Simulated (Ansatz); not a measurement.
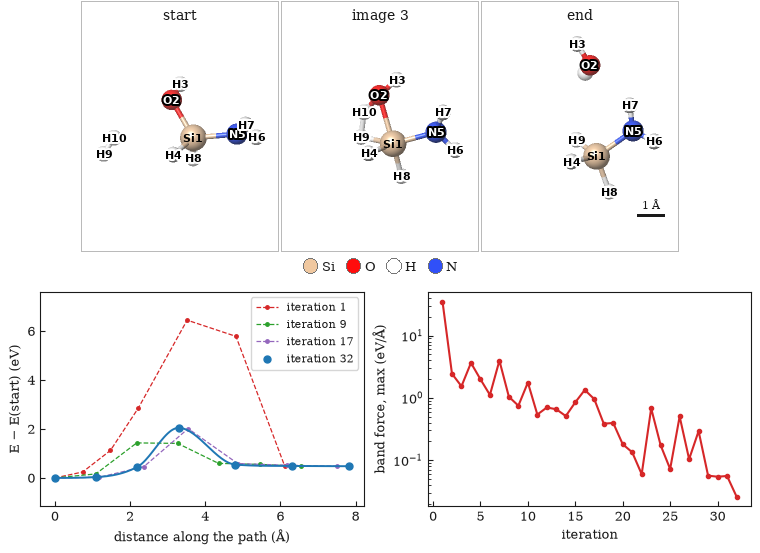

A nudged-elastic-band calculation for SiNH7O, made up at the start of SiNH₅O and H2. Images are numbered from 0 (start) to 6 (end). The plot follows the band through its iterations. Style: ball-and-stick. Shown at a tilt.

These are results of Ansatz, RKS PBE0-D4/def2-SVPD, not measurements. Run with 5 movable images; climbing image; force threshold 0.05 eV/Å; iteration limit 60; starting path through a guess of the saddle point.

How did the profile develop, and is the result final?

Answer. The result is final at these settings. The band converged in 32 iterations. The largest component of the band force went from 35 to 0.026 eV/Å. The climbing image converged on the top of the path. Its vibrational analysis gives one imaginary mode (1370i cm⁻¹), as a transition state must have. The first iteration put the highest image at 6.45 eV. The energy climbs by 2.05 eV to image 3 and then falls by 1.57 eV, so the end point sits at +0.48 eV.

Limits of the set-up: the start holds two separate molecules, 2.7 Å apart at their closest, whose relative position is a soft coordinate.
